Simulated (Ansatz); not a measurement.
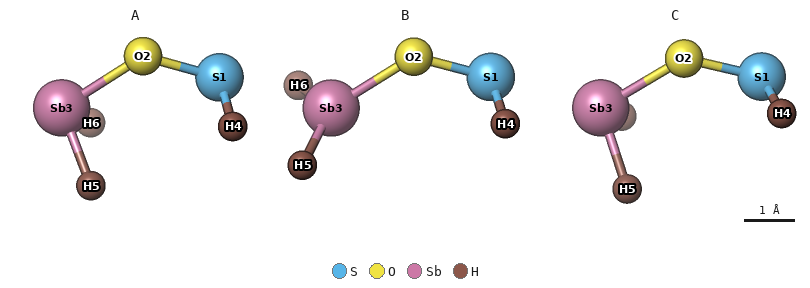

3 geometries from a converged minimum-energy path of SbH$_{3}$SO, shuffled. Style: ball-and-stick. Shown at a tilt.

All numbers below come from Ansatz 0.2.0, RKS PBE/def2-SVP. Set-up: 7 movable images; climbing image; force threshold 0.05 eV/Å; iteration limit 60; starting path by image-dependent pair potential.

Q: Which of them lies highest in energy?

A: B. In order along the path, whose images run from 0 to 8: A (image 0, 0.00 eV), C (image 1, +0.02 eV), B (image 4, +2.68 eV). The motion is an umbrella inversion at Sb3. No bond forms or breaks between the ends. Bond angles that change up to the highest image, for instance: H5–Sb3–H6 88.9° → 127.4°, O2–Sb3–H6 96.4° → 116.9°.
